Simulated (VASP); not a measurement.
Band structure of CuCl (zinc blende). Level of theory: PBE GGA, VASP's PBE PAW potentials (set 64) (plane waves; VASP).

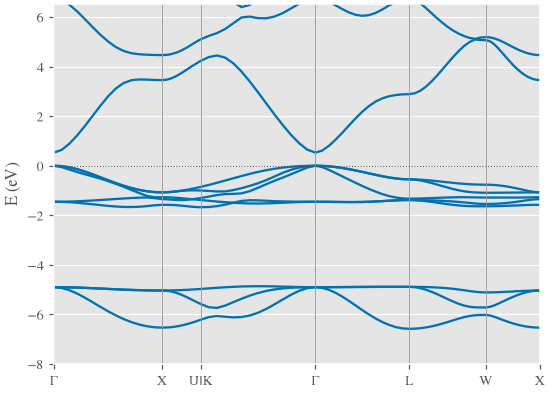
Figure: Bands along high-symmetry lines, zero at the valence-band maximum or, without a gap, the Fermi level

**Question.** Read the plot: is there a gap, and where are the band edges?

**Answer.** The gap is direct, 0.53 eV, from the valence maximum at Γ to the conduction minimum at Γ. (Edges off the drawn lines would not show.)

Measured: gap 3.39 eV at 2 K (computed value off by -2.86 eV), as given by arXiv:1206.3780.

The compound is CuCl in the zinc blende structure. It was relaxed first.
